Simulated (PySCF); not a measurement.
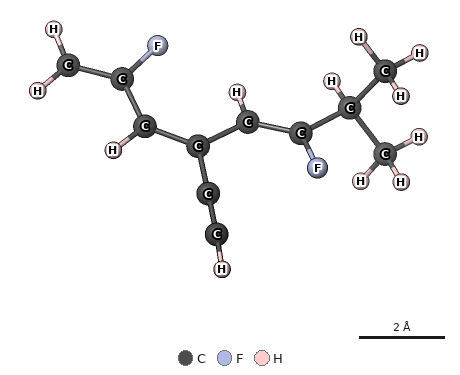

This is the input geometry for a relaxation of C11H12F2. Style: ball-and-stick. Shown at a tilt.

The start comes from GFN2-xTB. Its atoms were then displaced at random by about 0.01 Å.

Level of theory: PBE0-D3(BJ)/def2-SVP geometry optimisation, gas phase in PySCF.

```xyz
25

C    -1.7005   -2.3687   -1.9914
C    -1.6338   -1.3883   -1.2817
C    -1.5616   -0.2377   -0.4610
C    -0.1893    0.2242   -0.0645
C     0.9241   -0.4551   -0.1863
F     0.9640   -1.7024   -0.6643
C     2.2881    0.0612    0.2258
C     2.8431   -0.7777    1.3728
C     3.2259    0.0249   -0.9560
C    -2.7148    0.3639   -0.1017
C    -2.9628    1.5029    0.7370
C    -4.1488    2.0417    0.9645
F    -1.9188    2.0871    1.3401
H    -1.7953   -3.1870   -2.6048
H    -0.1602    1.1966    0.3694
H     2.1650    1.1125    0.5671
H     3.8115   -0.4099    1.6692
H     2.1549   -0.7240    2.2439
H     2.9151   -1.8306    1.0729
H     4.1824    0.4018   -0.6847
H     3.3212   -1.0017   -1.3409
H     2.8507    0.6098   -1.7988
H    -3.6156   -0.0524   -0.5277
H    -4.2721    2.8925    1.6017
H    -5.0197    1.6283    0.4987
```

Q: What does the optimiser find from here?

A: The largest move after the best rigid fit is that of H22, 0.31 Å. Largest moves by element: H 0.31 Å, C 0.22 Å, F 0.20 Å. Among the contacts that change: C1–H14 1.027 → 1.074 Å, C3–C4 1.501 → 1.458 Å, C9–H20 1.063 → 1.100 Å, C4–C5 1.310 → 1.344 Å. Bond angles that change, for instance: C5–C4–H15 119.2° → 115.3°, C2–C3–C4 116.7° → 119.9°, H21–C9–H22 105.0° → 108.0°. The energy falls by 0.272 eV in 9 geometry steps. The run took 3.7 min on 2 threads of AMD EPYC 7R13 Processor, with other jobs on the host.

Final geometry:

```xyz
25

C    -1.8605   -2.4760   -1.8755
C    -1.6916   -1.4802   -1.2040
C    -1.5503   -0.2903   -0.4185
C    -0.2246    0.1560   -0.0067
C     0.9510   -0.4739   -0.1757
F     1.0311   -1.6629   -0.7731
C     2.2872    0.0309    0.2691
C     2.8881   -0.9015    1.3230
C     3.2256    0.2017   -0.9271
C    -2.7144    0.3644   -0.1186
C    -2.9428    1.5696    0.6429
C    -4.1486    2.1166    0.8601
F    -1.8698    2.1784    1.1693
H    -1.9902   -3.3626   -2.4677
H    -0.1693    1.1139    0.5046
H     2.1125    1.0177    0.7266
H     3.8680   -0.5268    1.6549
H     2.2338   -0.9834    2.2035
H     3.0323   -1.9114    0.9101
H     4.1958    0.6044   -0.5994
H     3.4075   -0.7653   -1.4199
H     2.8015    0.8898   -1.6733
H    -3.6350   -0.0782   -0.5040
H    -4.2410    3.0293    1.4495
H    -5.0439    1.6518    0.4492
```

After the run, drawn alike:

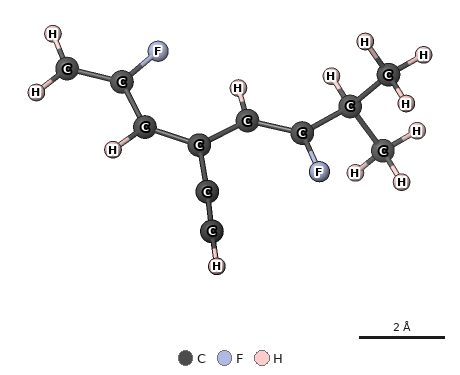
